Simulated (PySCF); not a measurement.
## Excited-state calculation of C$_{5}$H$_{15}$Ge (charge −1)

C$_{5}$H$_{15}$Ge, charge −1, SMILES [CH3][Ge-]([CH3])([CH3])([CH3])[CH3], computed with TDDFT B3LYP/def2-SVPD, vertical, gas phase, core orbitals frozen in the response (PySCF 2.14.0).

The geometry comes from this level: PBE0-D3(BJ)/def2-SVP. It belongs to a series of runs on one base structure; here: ligand: F to Me.

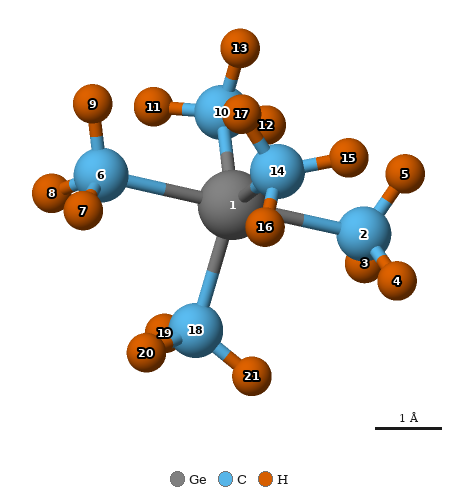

**Figure 1.** The input geometry (ball-and-stick view, seen at a tilt; atoms are numbered from 1 in the order of the input). Sticks mark near contacts. Bond lengths as drawn: C–Ge 2.02 to 2.15 Å and C–H 1.10 to 1.11 Å.

## Summary

| quantity | value |
| --- | --- |
| outcome | converged |
| total energy | −2276.204785 hartree |
| HOMO | −0.18 eV |
| LUMO | 3.76 eV |
| mean polarisability | 124.74 a.u. |
| lowest singlet excitation | 3.17 eV |
| hardware | 1 CPU thread, shared host |
| wall time | 85 s |
| peak memory | 1.2 GiB |

## Notes

Spin–orbit coupling is left out, which matters for the heavy atoms.

## Input file
```
{"job": {"kind": "uv", "xc": "B3LYP", "basis": "def2-SVPD", "ip": false, "nstates": 15}, "charge": -1, "multiplicity": 1}
Ge    -0.008220    -0.002589     0.021500
C      0.002219    -0.028164     2.163193
H      0.400115    -0.983124     2.560955
H     -1.016090     0.099964     2.580229
H      0.629041     0.786102     2.579045
C     -0.003912     0.025286    -2.127914
H     -1.021771     0.162672    -2.544814
H      0.394846    -0.919552    -2.548434
H      0.622746     0.848697    -2.525342
C      2.012844    -0.035761     0.006424
H      2.404340    -0.572228    -0.873248
H      2.430914    -0.478104     0.925374
H      2.371365     1.007195    -0.056321
C     -0.991451     1.762045     0.019273
H     -0.927095     2.286370     0.986327
H     -2.057240     1.562087    -0.189728
H     -0.621153     2.421074    -0.783221
C     -1.065041    -1.723639    -0.017927
H     -0.359120    -2.561100    -0.160301
H     -1.769721    -1.740345    -0.865475
H     -1.614347    -1.900905     0.920825
```

The first line tells a small driver script what to run in PySCF; the rest is the geometry in Å.

Launch command:
```bash
OMP_NUM_THREADS=1 python <driver script> task.json out
```

## The program's output
```
coarse grid: 70400 points
cycle   1  E = -2275.9931566466  dE = -8.121e-01  |g| = 8.971e-01  |ddm| = 6.981e+00
cycle   2  E = -2275.7263786735  dE =  2.668e-01  |g| = 1.301e+00  |ddm| = 4.773e+01
cycle   3  E = -2276.2001135568  dE = -4.737e-01  |g| = 1.396e-01  |ddm| = 4.453e+01
cycle   4  E = -2276.2046097510  dE = -4.496e-03  |g| = 3.807e-02  |ddm| = 9.271e-01
cycle   5  E = -2276.2048210861  dE = -2.113e-04  |g| = 7.845e-03  |ddm| = 2.537e-01
cycle   6  E = -2276.2048382998  dE = -1.721e-05  |g| = 2.632e-03  |ddm| = 4.955e-02
cycle   7  E = -2276.2048399723  dE = -1.672e-06  |g| = 8.596e-04  |ddm| = 1.973e-02
final grid: 149664 points
cycle   8  E = -2276.2047845890  dE = -3.170e-07  |g| = 1.180e-03  |ddm| = 2.532e-02
cycle   9  E = -2276.2047841908  dE =  3.982e-07  |g| = 1.687e-03  |ddm| = 6.396e-03
cycle  10  E = -2276.2047849674  dE = -7.766e-07  |g| = 1.115e-04  |ddm| = 3.703e-03
cycle  11  E = -2276.2047849701  dE = -2.705e-09  |g| = 1.990e-05  |ddm| = 5.822e-04
cycle  12  E = -2276.2047849702  dE = -9.186e-11  |g| = 9.159e-06  |ddm| = 1.279e-04
```

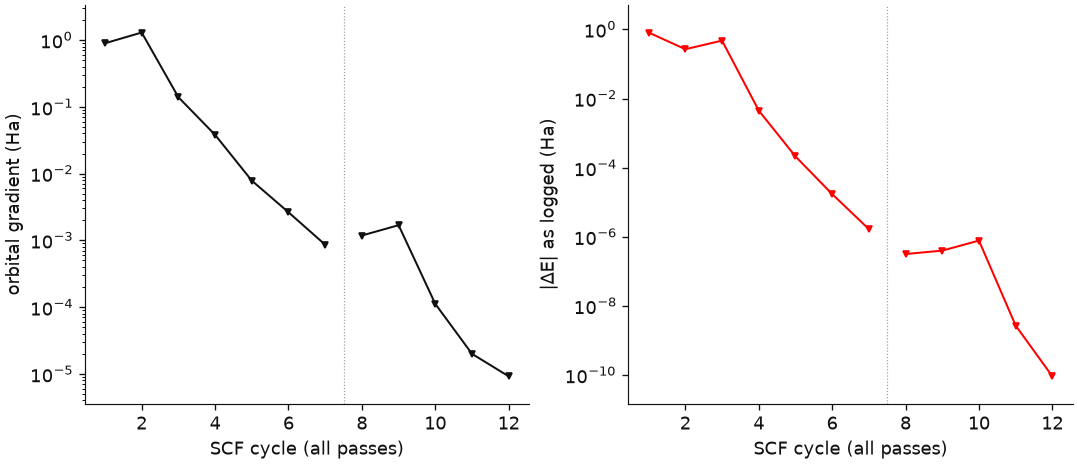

**Figure 2.** Convergence of the self-consistent field: orbital gradient and size of the energy change against the SCF cycle. The dotted line marks the change from a coarse to the final integration grid. The first 7 cycles use a coarse grid, the final grid takes over at cycle 8, and the field converges after 12 cycles in all.

```
converged SCF energy = -2276.2047849702

Static polarisability (au): isotropic 124.744, principal 115.801 116.321 142.111

Singlet excitations
state   eV       nm        f      main configurations
  1   3.1715    390.9   0.00008   H->L 1.00
  2   4.0941    302.8   0.10884   H->L+3 0.78, H->L+2 0.16
  3   4.0988    302.5   0.02730   H->L+1 0.94
  4   4.1027    302.2   0.03349   H->L+2 0.81, H->L+3 0.18
  5   4.8116    257.7   0.00020   H->L+4 0.97
  6   5.1811    239.3   0.01076   H->L+6 0.94
  7   5.1999    238.4   0.01271   H->L+7 0.96
  8   5.2413    236.6   0.00001   H->L+5 0.95
  9   5.3088    233.5   0.00493   H->L+8 0.91
 10   5.3229    232.9   0.00477   H->L+9 0.92
 11   5.7812    214.5   0.03920   H-1->L 0.99
 12   6.1062    203.0   0.00700   H->L+10 0.97
 13   6.1206    202.6   0.00829   H->L+11 0.96
 14   6.2528    198.3   0.08447   H-2->L 0.97
 15   6.2683    197.8   0.08465   H-3->L 0.97

Triplet excitations (Tamm-Dancoff, eV): 3.1065 3.9855 4.0668 4.0696
```

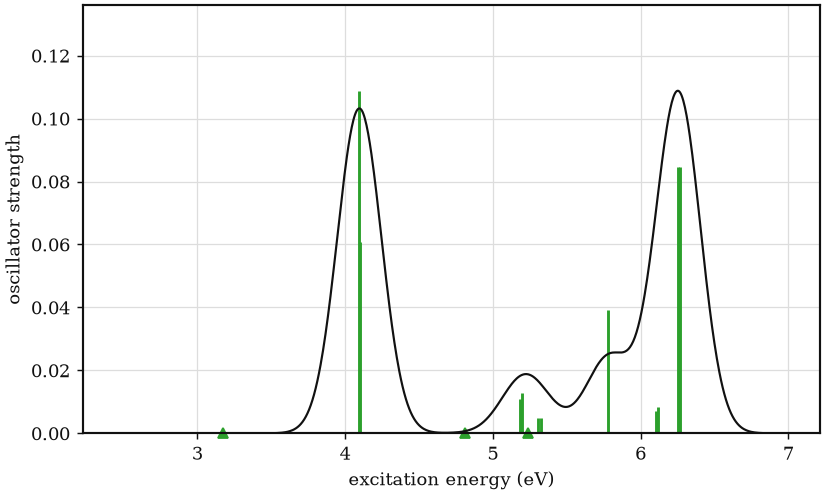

**Figure 3.** Computed excitations as sticks (degenerate states added up, dark ones marked on the axis), with a Gaussian envelope of 0.35 eV full width at half maximum, scaled to the tallest. Of the 15 states the lowest lies at 3.17 eV (f = 0.000); the strongest line is at 4.09 eV, or 303 nm (f = 0.109).

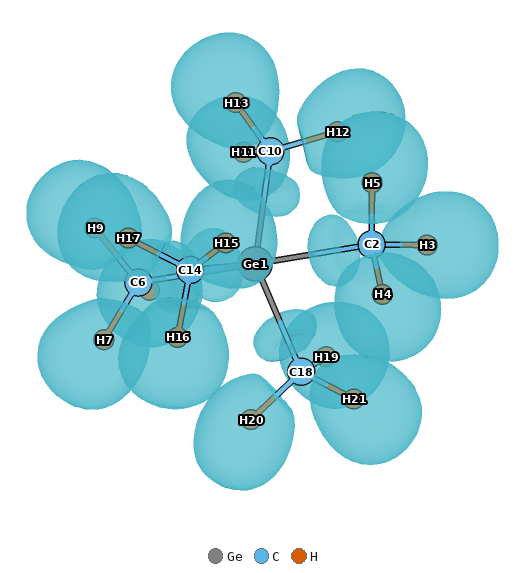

**Figure 4.** Isosurface of the electron localisation function at 0.8 (cyan), seen at a tilt. Core shells and regions of very low density are left out. Along the contacts the grid gives the following. C–Ge (2.02 Å): the ELF peaks at about 0.95 in the valence shell of C, 0.7 Å from its nucleus, and is about 0.70 at the midpoint.

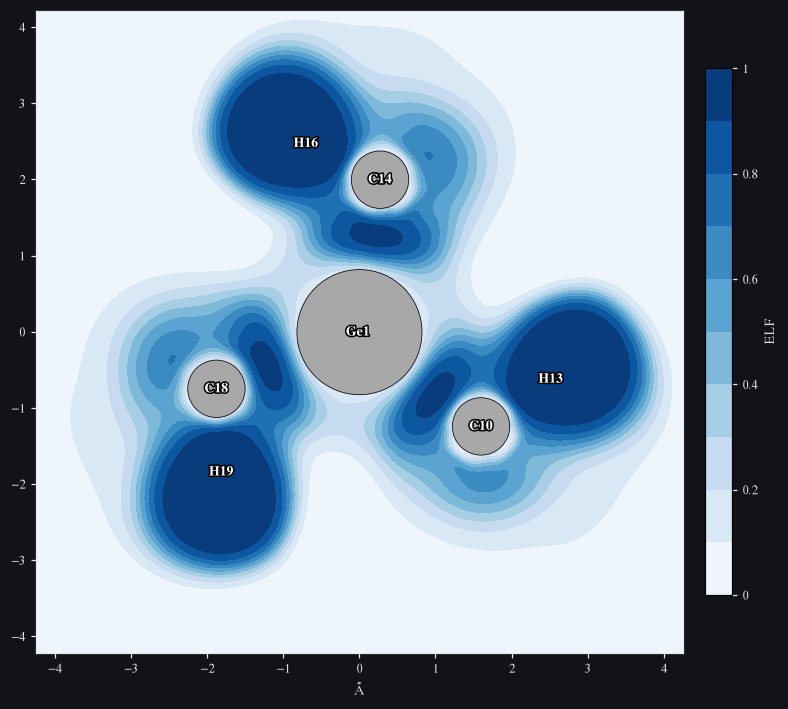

**Figure 5.** Electron localisation function on the plane of atoms C14, Ge1 and C18. Grey discs, where drawn, cover atomic cores. C–Ge (2.02 Å): the ELF peaks at about 0.95 in the valence shell of C, 0.7 Å from its nucleus, and is about 0.70 at the midpoint.
